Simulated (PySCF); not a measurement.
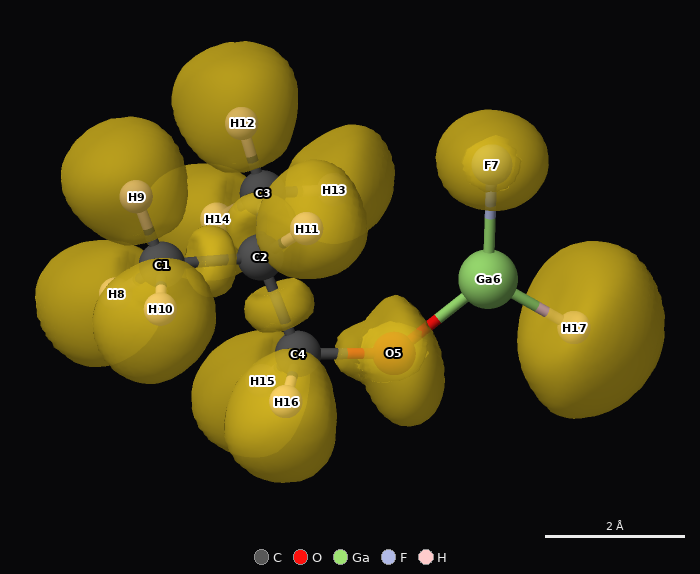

*C$_{4}$H$_{10}$FGaO. Isosurface of the electron localisation function at 0.75 (yellow), seen at a tilt. Core shells and regions of very low density are left out.*

Geometry: GFN2-xTB.

All numbers below come from PySCF, CAM-B3LYP/def2-SVPD, SCF density, gas phase.

```yaml
atoms:
  - { symbol: C, position_ang: [-1.9856, -0.5406, 0.5924] }
  - { symbol: C, position_ang: [-0.5681, -0.0128, 0.3967] }
  - { symbol: C, position_ang: [-0.4936, 0.9073, -0.8167] }
  - { symbol: C, position_ang: [0.4214, -1.1789, 0.2520] }
  - { symbol: O, position_ang: [1.7673, -0.7668, 0.3257] }
  - { symbol: Ga, position_ang: [2.7097, 0.6493, 0.6246] }
  - { symbol: F, position_ang: [2.1417, 2.2264, 1.1298] }
  - { symbol: H, position_ang: [-2.2965, -1.1179, -0.2757] }
  - { symbol: H, position_ang: [-2.6810, 0.2843, 0.7242] }
  - { symbol: H, position_ang: [-2.0433, -1.1806, 1.4696] }
  - { symbol: H, position_ang: [-0.2623, 0.5554, 1.2888] }
  - { symbol: H, position_ang: [-1.1327, 1.7760, -0.6765] }
  - { symbol: H, position_ang: [0.5341, 1.2638, -0.9640] }
  - { symbol: H, position_ang: [-0.8082, 0.3797, -1.7154] }
  - { symbol: H, position_ang: [0.2706, -1.6768, -0.7140] }
  - { symbol: H, position_ang: [0.2456, -1.9074, 1.0532] }
  - { symbol: H, position_ang: [4.1739, 0.3515, 0.4888] }
```

Q: Describe the localisation domains.

A: The ELF exceeds this value in three regions between bonded C–C atoms (shared pairs), ten regions around hydrogen nuclei, one region on O in which the atom's valence shell and bonds are merged and one region wrapped around F (its valence shell). Profiles from the grid: C–O (1.41 Å): the ELF peaks at about 0.90 between the atoms (a shared but strongly polarised pair). C–C (1.52 Å): the ELF peaks at about 0.95 between the atoms: a shared electron pair.
